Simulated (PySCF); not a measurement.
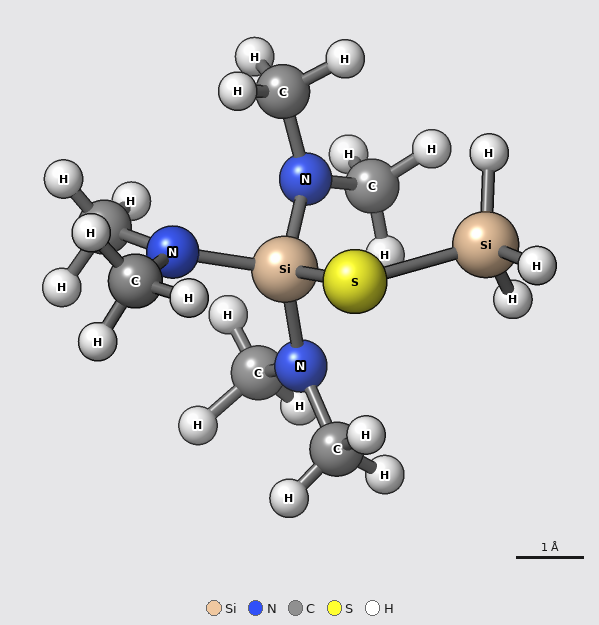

*The starting structure (ball-and-stick view, seen on its broad side).*

Bond lengths as drawn: C–H 1.00 to 1.22 Å, C–N 1.40 to 1.47 Å, H–Si 1.42 to 1.54 Å, N–Si 1.74 to 1.78 Å and S–Si 2.14 to 2.15 Å.

# Geometry relaxation, with input and output: C₆H₂₁N₃SSi₂ (part 1 of 2)

System: C₆H₂₁N₃SSi₂ ((NMe2)3Si-S-SiH3).
Method: PBE0-D3(BJ)/def2-SVP geometry optimisation, gas phase (PySCF 2.14.0).

It belongs to a series of runs on one base structure; here: NMe2, S.

### The input
```
{"job": {"xc": "PBE0", "basis": "def2-SVP", "d3": "d3bj", "grid": 1, "maxiter": 40, "shake": 0.03, "kind": "geom"}, "charge": 0, "multiplicity": 1}
Si    -0.085090    -0.083210     0.344500
N     -1.131210    -0.849320    -0.840400
C     -2.059100    -1.944820    -0.566900
C     -1.339520    -0.189570    -2.097610
N     -0.692510     1.484330     0.929150
C     -1.509250     1.657490     2.137870
C     -0.705420     2.668050     0.119190
N      1.399460     0.347940    -0.460470
C      2.341560     1.194690     0.225940
C      1.893840    -0.487820    -1.471350
S     -0.017790    -1.304830     2.103000
Si     1.459320    -2.745350     1.487030
H     -1.973870    -2.687100    -1.330470
H     -1.807520    -2.348270     0.452960
H     -3.059120    -1.646910    -0.529490
H     -0.728600     0.639300    -2.266750
H     -1.394380    -0.893110    -2.907530
H     -2.475230     0.251350    -2.047210
H     -2.559460     1.769310     1.896710
H     -1.233780     2.525690     2.741830
H     -1.455810     0.751130     2.725490
H     -0.401420     3.494720     0.659520
H     -0.041880     2.579770    -0.789600
H     -1.762460     2.861830    -0.279140
H      1.937420     1.724210     0.972340
H      2.738480     1.901360    -0.578580
H      3.155170     0.534540     0.642960
H      2.757810    -1.073110    -1.106730
H      2.287350     0.141180    -2.330440
H      1.109280    -1.093270    -1.943080
H      2.746750    -2.144850     1.394780
H      1.086420    -3.348270     0.122350
H      1.376250    -3.698870     2.554400
```

The first line tells a small driver script what to run in PySCF; the rest is the geometry in Å.

Hardware: 2 CPU threads, shared host.

Run as:
```bash
OMP_NUM_THREADS=2 python <driver script> task.json out
```

### What the program printed
```
step   0  E = -1381.34101677  max force = 0.095736
step   1  E = -1381.38541441  max force = 0.013046
step   2  E = -1381.38706458  max force = 0.005022
step   3  E = -1381.38744207  max force = 0.003699
step   4  E = -1381.38780775  max force = 0.003005
step   5  E = -1381.38801776  max force = 0.002275
step   6  E = -1381.38827194  max force = 0.002068
step   7  E = -1381.38842519  max force = 0.003770
step   8  E = -1381.38856533  max force = 0.001672
step   9  E = -1381.38867429  max force = 0.001698
step  10  E = -1381.38872822  max force = 0.001497
step  11  E = -1381.38877357  max force = 0.001092
step  12  E = -1381.38883156  max force = 0.000665
step  13  E = -1381.38888070  max force = 0.001072
step  14  E = -1381.38899523  max force = 0.001156
step  15  E = -1381.38915801  max force = 0.001680
step  16  E = -1381.38930767  max force = 0.001678
step  17  E = -1381.38943375  max force = 0.001616
step  18  E = -1381.38952553  max force = 0.001157
step  19  E = -1381.38952946  max force = 0.000920
step  20  E = -1381.38958194  max force = 0.000577
step  21  E = -1381.38961059  max force = 0.000626
step  22  E = -1381.38962978  max force = 0.000453
step  23  E = -1381.38963214  max force = 0.000205
optimisation converged
```

### Trajectory as extended XYZ (Å, eV, eV/Å), 7 of the 24 frames kept, from step=0 to step=23
```
33
Properties=species:S:1:pos:R:3:forces:R:3 step=0 energy=-37588.20363
Si   -0.0851   -0.0832    0.3445   -1.0632   1.5743  -0.4874
N    -1.1312   -0.8493   -0.8404    0.7116  -0.3119   0.6305
C    -2.0591   -1.9448   -0.5669    2.8927   0.5659   1.5113
C    -1.3395   -0.1896   -2.0976   -4.9230  -0.2558   1.7147
N    -0.6925    1.4843    0.9292    0.1506  -0.4785   0.9621
C    -1.5092    1.6575    2.1379    0.6550  -0.6739  -1.2397
C    -0.7054    2.6681    0.1192   -1.4655  -2.2561  -2.8139
N     1.3995    0.3479   -0.4605   -2.0644  -0.1027   1.6348
C     2.3416    1.1947    0.2259    2.7098  -2.4851  -4.5642
C     1.8938   -0.4878   -1.4713    1.3431   0.6797  -1.7689
S    -0.0178   -1.3048    2.1030    0.1293  -0.1265   0.1239
Si    1.4593   -2.7454    1.4870   -1.6692   0.1829  -1.2999
H    -1.9739   -2.6871   -1.3305    0.1631  -1.1348  -0.7393
H    -1.8075   -2.3483    0.4530   -0.1836  -0.0350  -0.9029
H    -3.0591   -1.6469   -0.5295   -2.2994   0.9675  -0.0015
H    -0.7286    0.6393   -2.2668    1.5442   1.4434  -0.4167
H    -1.3944   -0.8931   -2.9075    0.4096  -0.5527  -0.9852
H    -2.4752    0.2514   -2.0472    2.1799  -0.5772  -0.4562
H    -2.5595    1.7693    1.8967   -0.8486   0.2380  -0.3115
H    -1.2338    2.5257    2.7418    0.3999   0.2342   0.1676
H    -1.4558    0.7511    2.7255    0.1894  -0.3645   0.6230
H    -0.4014    3.4947    0.6595    0.8092   2.3567   1.4628
H    -0.0419    2.5798   -0.7896   -0.4315  -0.0605   0.7725
H    -1.7625    2.8618   -0.2791    0.9432   0.0649   0.3022
H     1.9374    1.7242    0.9723   -2.0349   2.2509   3.2005
H     2.7385    1.9014   -0.5786    0.1602  -0.5012   1.1120
H     3.1552    0.5345    0.6430   -0.0727   0.7512  -0.2536
H     2.7578   -1.0731   -1.1067   -0.0412  -0.4579  -0.2386
H     2.2873    0.1412   -2.3304   -0.0385  -0.3883   0.5098
H     1.1093   -1.0933   -1.9431    0.0740  -0.3281   0.4139
H     2.7468   -2.1448    1.3948    1.3395   0.5189  -0.0737
H     1.0864   -3.3483    0.1224    0.2079   0.1936   0.6774
H     1.3762   -3.6989    2.5544    0.1234  -0.9314   0.7344
33
Properties=species:S:1:pos:R:3:forces:R:3 step=4 energy=-37589.47688
Si   -0.1785   -0.0290    0.3531   -0.0092   0.0157  -0.0923
N    -1.1738   -0.8413   -0.8140    0.0107   0.0393  -0.0119
C    -2.0347   -1.9641   -0.5561   -0.0241  -0.0758  -0.0002
C    -1.4470   -0.1868   -2.0720    0.0115   0.0208   0.0151
N    -0.7195    1.4993    0.9658    0.0286   0.0154  -0.0311
C    -1.5235    1.6579    2.1485   -0.0162   0.0281   0.0323
C    -0.6985    2.6688    0.1211   -0.0008   0.0272   0.0478
N     1.3400    0.2748   -0.4217    0.0799  -0.1545   0.0813
C     2.3274    1.1145    0.2133   -0.0194   0.0610   0.0242
C     1.8738   -0.5171   -1.5039   -0.0589   0.0376   0.0253
S    -0.0543   -1.2895    2.1176   -0.0262   0.0070   0.0247
Si    1.4681   -2.6222    1.4212    0.0213   0.0044  -0.0215
H    -1.9170   -2.7437   -1.3337    0.0073   0.0087   0.0030
H    -1.7970   -2.4176    0.4158   -0.0041   0.0133  -0.0013
H    -3.1065   -1.6792   -0.5437    0.0154   0.0123   0.0053
H    -0.7506    0.6486   -2.2403   -0.0252   0.0159   0.0241
H    -1.3214   -0.8833   -2.9242   -0.0410  -0.0062   0.0178
H    -2.4806    0.2156   -2.1194    0.0582  -0.0206  -0.0180
H    -2.5910    1.8440    1.9150   -0.0075  -0.0063  -0.0017
H    -1.1689    2.5128    2.7557    0.0010   0.0005  -0.0135
H    -1.4694    0.7644    2.7863   -0.0032  -0.0072  -0.0050
H    -0.3255    3.5518    0.6765   -0.0054  -0.0207  -0.0107
H    -0.0292    2.5136   -0.7376   -0.0099  -0.0053  -0.0064
H    -1.7035    2.9305   -0.2678    0.0082  -0.0059  -0.0107
H     1.8694    1.6900    1.0311    0.0061  -0.0212  -0.0203
H     2.7654    1.8319   -0.5070   -0.0060  -0.0061   0.0077
H     3.1612    0.5233    0.6408    0.0006   0.0039  -0.0175
H     2.7190   -1.1525   -1.1749    0.0222   0.0206  -0.0106
H     2.2481    0.1300   -2.3193   -0.0045  -0.0084  -0.0293
H     1.0995   -1.1802   -1.9115   -0.0121   0.0055  -0.0100
H     2.8006   -1.9557    1.3290    0.0059   0.0038  -0.0080
H     1.1241   -3.2049    0.0894    0.0003   0.0059   0.0040
H     1.5496   -3.7162    2.4312   -0.0037  -0.0088   0.0075
33
Properties=species:S:1:pos:R:3:forces:R:3 step=8 energy=-37589.49750
Si   -0.1901   -0.0745    0.3800   -0.0105  -0.0377   0.0860
N    -1.2080   -0.8653   -0.7790   -0.0796   0.0186   0.0064
C    -2.0136   -2.0403   -0.5675    0.0691   0.0239   0.0232
C    -1.5572   -0.1379   -1.9750   -0.0116   0.0059  -0.0072
N    -0.6906    1.4813    0.9614   -0.0271   0.0034  -0.0534
C    -1.5653    1.6658    2.0911    0.0034  -0.0186  -0.0171
C    -0.5853    2.6481    0.1205    0.0218  -0.0145  -0.0021
N     1.3579    0.1499   -0.3613    0.0054   0.0409  -0.0091
C     2.3442    1.0237    0.2279    0.0005  -0.0355  -0.0261
C     1.7937   -0.5005   -1.5700    0.0174  -0.0154  -0.0072
S    -0.0911   -1.3304    2.1518    0.0088   0.0203  -0.0603
Si    1.5598   -2.5097    1.4541    0.0033  -0.0090   0.0015
H    -1.8825   -2.7667   -1.3921   -0.0015  -0.0061  -0.0012
H    -1.7309   -2.5334    0.3718    0.0025  -0.0090   0.0107
H    -3.0934   -1.7978   -0.5113   -0.0078  -0.0054  -0.0019
H    -0.9059    0.7391   -2.1084    0.0101  -0.0015  -0.0185
H    -1.4480   -0.7691   -2.8778    0.0179   0.0056  -0.0085
H    -2.6040    0.2258   -1.9569   -0.0077   0.0011   0.0111
H    -2.6127    1.8695    1.7899    0.0024  -0.0001   0.0029
H    -1.2303    2.5186    2.7108   -0.0013   0.0003   0.0059
H    -1.5675    0.7746    2.7349    0.0044  -0.0023   0.0069
H    -0.2072    3.5168    0.6919    0.0006   0.0120   0.0081
H     0.1172    2.4668   -0.7064   -0.0015   0.0039   0.0029
H    -1.5578    2.9449   -0.3219   -0.0030   0.0023   0.0057
H     1.9350    1.5093    1.1242   -0.0002  -0.0005   0.0220
H     2.6558    1.8169   -0.4790   -0.0045   0.0145   0.0045
H     3.2554    0.4695    0.5232    0.0050   0.0010  -0.0053
H     2.7170   -1.0890   -1.4052   -0.0050  -0.0037   0.0026
H     2.0136    0.2322   -2.3718   -0.0050   0.0000   0.0063
H     1.0169   -1.1860   -1.9341    0.0021  -0.0066   0.0072
H     2.8469   -1.7545    1.4282   -0.0049   0.0039   0.0056
H     1.2932   -3.0718    0.0965   -0.0005   0.0012  -0.0025
H     1.6903   -3.6376    2.4238   -0.0030   0.0070   0.0009
33
Properties=species:S:1:pos:R:3:forces:R:3 step=12 energy=-37589.50474
Si   -0.1959   -0.0728    0.3847    0.0242   0.0113  -0.0180
N    -1.2490   -0.8662   -0.7375   -0.0256   0.0256   0.0090
C    -1.9166   -2.1292   -0.5708    0.0298  -0.0123   0.0102
C    -1.6947   -0.1161   -1.8859   -0.0342   0.0136   0.0028
N    -0.6982    1.4919    0.9317   -0.0127   0.0159  -0.0044
C    -1.6242    1.6766    2.0199    0.0061  -0.0255  -0.0091
C    -0.5110    2.6726    0.1279    0.0030  -0.0166  -0.0219
N     1.3506    0.1325   -0.3709   -0.0009  -0.0218  -0.0136
C     2.3592    0.9844    0.2094    0.0059   0.0094  -0.0001
C     1.7387   -0.4878   -1.6116   -0.0044   0.0199  -0.0093
S    -0.0621   -1.3063    2.1619   -0.0176  -0.0028   0.0264
Si    1.6198   -2.4513    1.4846    0.0071  -0.0012   0.0096
H    -1.7446   -2.7937   -1.4398    0.0078  -0.0034   0.0046
H    -1.5499   -2.6398    0.3294   -0.0058  -0.0014   0.0094
H    -3.0126   -2.0072   -0.4643   -0.0070   0.0017  -0.0050
H    -1.1195    0.8157   -1.9969   -0.0003   0.0051  -0.0051
H    -1.5646   -0.6925   -2.8219    0.0127  -0.0006  -0.0112
H    -2.7663    0.1617   -1.8187    0.0197  -0.0131   0.0060
H    -2.6536    1.8946    1.6713   -0.0023   0.0029   0.0000
H    -1.3096    2.5189    2.6642    0.0002  -0.0013   0.0035
H    -1.6670    0.7797    2.6551   -0.0019  -0.0058  -0.0011
H    -0.1345    3.5149    0.7383    0.0122   0.0147   0.0098
H     0.2230    2.4853   -0.6690   -0.0040   0.0044  -0.0055
H    -1.4505    3.0134   -0.3532    0.0002  -0.0005   0.0074
H     2.0222    1.3676    1.1826   -0.0102   0.0104   0.0190
H     2.5884    1.8559   -0.4353    0.0009  -0.0068  -0.0073
H     3.3067    0.4365    0.3699   -0.0026  -0.0046   0.0000
H     2.6747   -1.0672   -1.4974   -0.0047  -0.0095   0.0006
H     1.9120    0.2602   -2.4110    0.0046  -0.0018   0.0086
H     0.9535   -1.1760   -1.9522   -0.0054  -0.0029  -0.0009
H     2.8898   -1.6690    1.4759    0.0054  -0.0027  -0.0042
H     1.3821   -3.0302    0.1288   -0.0011   0.0013  -0.0071
H     1.7597   -3.5690    2.4649    0.0010  -0.0016  -0.0030
```
